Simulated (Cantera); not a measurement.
Charge: 1 mol CH3OH, 0.053 mol O2, at 19.0 Pa.

Method: chemical equilibrium by Gibbs-energy minimisation in Cantera with the NASA 1993 tables (ideal gas, pure condensed phases). Candidate condensed phases: C, C6H6, C7H8, C8H18, H2O; 131 gas species. Ions and electrons are included (thermal ionisation). Equilibrium is a limit: real reactors are often held back by kinetics, nucleation or transport.

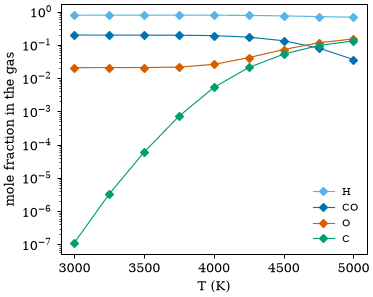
Fig. 1. Equilibrium gas composition (values under 1e-9 drawn at 1e-9)

Problem. Read off the mole fractions at 4750 K.

Solution. H about 0.71, O about 0.11, C about 0.096, CO about 0.081.
